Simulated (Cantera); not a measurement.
A closed system holds: 1 mol Si₃N₄, 0.019 mol CO₂, a varied amount of H₂, equilibrated at 1598.15 K and 0.280 Pa.

These are equilibrium values from Cantera (NASA tables, ideal gas, pure condensed phases), not measurements of a reactor. Candidate condensed phases: C, C₆H₆, C₇H₈, C₈H₁₈, H₂O, Si, SiC, SiO₂, Si₂N₂O, Si₃N₄; 151 gas species. Rates play no part.

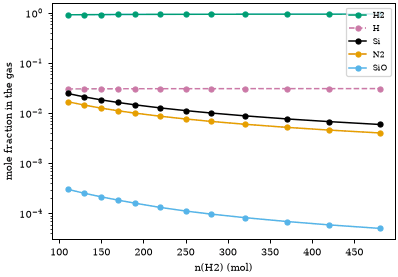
*Equilibrium gas composition (values under 1e-9 drawn at 1e-9)*

From 110 mol H₂ to 220 mol H₂ the condensed part is SiC(s). From 250 mol H₂ to 480 mol H₂ nothing is condensed. The main Si-bearing gas is Si throughout.
